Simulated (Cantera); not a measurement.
Feed: 1 mol SiH2Cl2, 1.4 mol C2H4, 59 mol H2, at 1.00 bar.

Cantera equilibrium calculation (NASA polynomials, part measured and part estimated; ideal gas, pure solids and liquids). Candidate condensed phases: C, C6H6, C7H8, C8H18, Si, SiC; 109 gas species. The numbers say what is thermodynamically allowed, not how fast it happens.

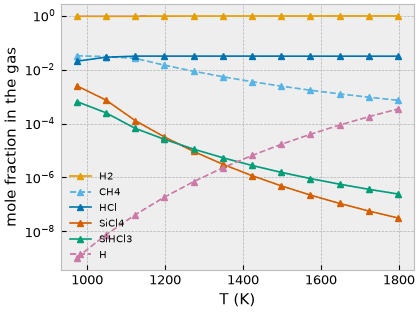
*Equilibrium gas composition (values under 1e-9 drawn at 1e-9)*

**Question.** Read off the mole fractions at 1348 K.

**Answer.** H2 about 0.96, HCl about 0.031, CH4 about 0.0054, SiHCl3 about 5.4e-6, SiCl4 about 3.1e-6, H about 2.3e-6.
